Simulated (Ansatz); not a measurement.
**triplet C2H4GaN: levels of theory compared**

Wanted: a comparison of 4 runs (UHF/3-21G, UB3LYP/6-31G*, U-revPBE/def2-SVP, UB2PLYP/def2-SVP) of triplet C2H4GaN. 

The calculation is run with Ansatz 0.2.0.

48 further runs of the same task are left out: 48 set aside as unsound or not needed. Runs told in other sessions of the task aren't counted.

### Step 1. Starting point

The species is C2H4GaN (8 atoms), meant as a triplet with charge 0. As SMILES of the parent species, `N=C=[CH][GaH2]`. Geometry: relaxed at PBE0-D4/def2-TZVP. That shape belongs to the parent species and isn't relaxed for this state.

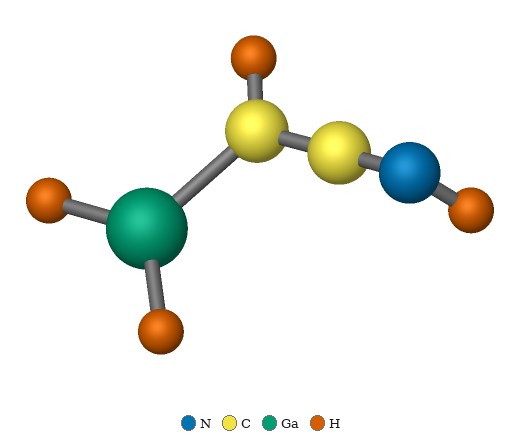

The structure, seen from a chosen angle (nitrogen blue, carbon yellow, gallium teal, hydrogen orange).

### Step 2. A single-point energy at UHF/3-21G (run 1)

Input file in.yaml:

```yaml
crystal:
  periodic: [false, false, false]
  atoms:
    - {symbol: "N", position_ang: [0.336900, 2.061700, -0.854600]}
    - {symbol: C, position_ang: [0.365600, 1.114900, -0.096000]}
    - {symbol: C, position_ang: [0.472300, 0.025700, 0.622800]}
    - {symbol: Ga, position_ang: [-0.381300, -1.593600, 0.007200]}
    - {symbol: H, position_ang: [-0.411400, 2.740600, -0.770200]}
    - {symbol: H, position_ang: [1.040500, 0.073900, 1.545200]}
    - {symbol: H, position_ang: [-0.231900, -2.886400, 0.876300]}
    - {symbol: H, position_ang: [-1.190600, -1.536800, -1.330700]}
basis:
  gaussian: {orbitals: 3-21G-spherical.json}
magnetization: {spin_polarized: true, initial_magnetization: 2}
hamiltonian: {xc: hf}
output: {orbitals: {seedname: orbitals}}
accuracy: high
```

The basis set 3-21G is read from a file made from the Basis Set Exchange's data (not shown).

Started as:

```bash
$ ansatz run in.yaml --threads 1 --pin off --max-ram 3480MiB --events-out events.jsonl --progress --plain --runs-dir runs
```

Log:

```text
Warning: RAYON_NUM_THREADS=1 ignored (pool sized by the plan → 1); use --threads N
Functional definition: HF
  name "HF"
  exchange = exact_x
  correlation = 0
1182 factors; integrals over basis functions are off by at most 7.3e-9 eV
mean field evaluation 1: about -55656.4717 eV, gradient 1.5e1 eV
mean field evaluation 2: about -55656.8307 eV, gradient 1.5e1 eV
mean field evaluation 4: about -55658.4532 eV, gradient 3.4e0 eV
mean field evaluation 8: about -55658.5368 eV, gradient 4.3e-1 eV
mean field evaluation 16: about -55658.5463 eV, gradient 2.5e-4 eV
mean field evaluation 32: about -55658.4877 eV, gradient 6.3e-1 eV
mean field evaluation 64: about -55658.2189 eV, gradient 1.6e0 eV
mean field evaluation 96: about -55656.0319 eV, gradient 1.2e1 eV
mean field evaluation 128: about -55658.5305 eV, gradient 3.1e-1 eV
mean field evaluation 160: about -55654.8445 eV, gradient 9.2e0 eV
mean field evaluation 192: about -55658.0716 eV, gradient 1.3e0 eV
mean field evaluation 224: about -55658.5463 eV, gradient 8.7e-4 eV
mean field evaluation 256: about -55653.5840 eV, gradient 3.7e0 eV
mean field -55658.54633544 eV, -2045.4138511096 hartree, gradient 6.5e-8 eV, S^2 2.021102; 3 other end points of the search recorded, 0 dependent functions left out
reference -55658.54633544 eV, -2045.4138511096 hartree; 28, 26 occupied and 29, 31 virtual orbitals, 1182 factors
Total energy: -55658.54633544 eV, -2045.4138511096 hartree
```

Wall time 6 s (1 thread of Arm Neoverse V1, shared host); peak memory 0.21 GiB.

### Step 3. The energy at UB3LYP/6-31G(d) (Cartesian functions) (run 2)

Input file in.yaml:

```yaml
basis:
  gaussian: {orbitals: "6-31G*"}
crystal:
  periodic: [false, false, false]
  atoms:
    - symbol: "N"
      position_ang: [0.336900, 2.061700, -0.854600]
    - symbol: C
      position_ang: [0.365600, 1.114900, -0.096000]
    - symbol: C
      position_ang: [0.472300, 0.025700, 0.622800]
    - symbol: Ga
      position_ang: [-0.381300, -1.593600, 0.007200]
    - symbol: H
      position_ang: [-0.411400, 2.740600, -0.770200]
    - symbol: H
      position_ang: [1.040500, 0.073900, 1.545200]
    - symbol: H
      position_ang: [-0.231900, -2.886400, 0.876300]
    - symbol: H
      position_ang: [-1.190600, -1.536800, -1.330700]
magnetization: {spin_polarized: true, initial_magnetization: 2}
hamiltonian: {xc: {name: B3LYP}}
accuracy: high
output: {orbitals: {seedname: orbitals}}
```

Started as:

```bash
$ ansatz run in.yaml --threads 1 --pin off --max-ram 3480MiB --events-out events.jsonl --progress --plain --runs-dir runs
```

Log:

```text
Warning: RAYON_NUM_THREADS=1 ignored (pool sized by the plan → 1); use --threads N
Functional definition: B3LYP
  name "B3LYP"
  parameter a0 = 0.2
  parameter ax = 0.72
  parameter ac = 0.81
  exchange = (1 - a0 - ax)*slater_x + ax*b88_x + a0*exact_x
  correlation = (1 - ac)*vwn_rpa_c + ac*lyp_c
1857 factors; integrals over basis functions are off by at most 4.3e-9 eV
mean field evaluation 1: about -55986.5153 eV, gradient 4.1e1 eV
mean field evaluation 2: about -55946.0744 eV, gradient 8.2e1 eV
mean field evaluation 4: about -55994.1800 eV, gradient 8.5e0 eV
mean field evaluation 8: about -55995.3283 eV, gradient 1.8e0 eV
mean field evaluation 16: about -55995.5151 eV, gradient 4.4e-2 eV
mean field evaluation 32: about -55995.5153 eV, gradient 2.1e-5 eV
mean field -55995.51525994 eV, -2057.7972306794 hartree, gradient 5.5e-8 eV, S^2 2.005094; 4 other end points of the search recorded, 0 dependent functions left out
reference -55995.51530041 eV, -2057.7972321665 hartree; 28, 26 occupied and 60, 62 virtual orbitals, 1857 factors
Total energy: -55995.51530041 eV, -2057.7972321665 hartree
```

Wall time 24 s (1 thread of Arm Neoverse V1, shared host); peak memory 0.44 GiB.

Run 3 isn't shown in full; the table further down has it.

### Step 4. A single-point energy at UB2PLYP/def2-SVP (run 4)

Input file molecule.yaml:

```yaml
crystal:
  periodic: [false, false, false]
  atoms:
    - {symbol: N, position_ang: [0.336900, 2.061700, -0.854600]}
    - {symbol: C, position_ang: [0.365600, 1.114900, -0.096000]}
    - {symbol: C, position_ang: [0.472300, 0.025700, 0.622800]}
    - {symbol: Ga, position_ang: [-0.381300, -1.593600, 0.007200]}
    - {symbol: H, position_ang: [-0.411400, 2.740600, -0.770200]}
    - {symbol: H, position_ang: [1.040500, 0.073900, 1.545200]}
    - {symbol: H, position_ang: [-0.231900, -2.886400, 0.876300]}
    - {symbol: H, position_ang: [-1.190600, -1.536800, -1.330700]}
basis:
  gaussian:
    orbitals: def2-SVP
magnetization:
  spin_polarized: true
  initial_magnetization: 2
hamiltonian:
  xc: {name: B2PLYP}
correlation:
  frozen_orbitals: {C: 1, Ga: 9, H: 0, "N": 1}
accuracy: high
output:
  orbitals: {seedname: orbitals}
```

Started as:

```bash
$ ansatz run molecule.yaml --threads 1 --pin off --max-ram 3480MiB --events-out events.jsonl --progress --plain --runs-dir runs
```

Log, cut to the lines that bear on the results:

```text
Warning: RAYON_NUM_THREADS=1 ignored (pool sized by the plan → 1); use --threads N
Functional definition: B2PLYP
  name "B2PLYP"
[...]
2065 factors; integrals over basis functions are off by at most 9.3e-9 eV
[...]
mean field -55972.43520632 eV, -2056.9490543528 hartree, gradient 3.9e-8 eV, S^2 2.010153; 2 other end points of the search recorded, 0 dependent functions left out
12 core orbitals not correlated: weight in the atoms' cores, before any rotation towards them, 1.000 or more for the frozen orbitals, at most 0.000 for the correlated occupied ones
reference -55972.43523229 eV, -2056.9490553074 hartree; 16, 14 occupied and 66, 68 virtual orbitals, 2065 factors
second order -20.94242271 eV of doubles, -0.00000000 eV of singles
Total energy: -55978.08968642 eV, -2057.1568526640 hartree
```

Wall time 22 s (1 thread of Arm Neoverse V1, shared host); peak memory 0.48 GiB.

### Step 5. The series

```
run                                level  Cartesian functions  frozen core orbitals   energy (Eh)  HOMO energy (eV)   ⟨S²⟩  wall time
  1                            UHF/3-21G                   no                     –  -2045.413851             -4.67  2.021        6 s
  2  UB3LYP/6-31G* (Cartesian functions)                  yes                     –  -2057.797232             -3.16  2.005       24 s
  3                    U-revPBE/def2-SVP                   no                     –  -2057.509297             -2.63  2.005       18 s
  4                     UB2PLYP/def2-SVP                   no                    12  -2057.156853             -3.87  2.010       22 s
```

### Step 6. Outcome

```
                                                       quantity           value
                                            run 4: total energy  -2057.15685 Eh
run 4: HOMO energy (SCF part's orbitals) (highest over α and β)        -3.87 eV
 run 4: LUMO energy (SCF part's orbitals) (lowest over α and β)        -3.66 eV
                                                    run 4: ⟨S²⟩           2.010
```

Totals of different functionals can't be ranked against each other. All runs together took 69 s, the longest 24 s.
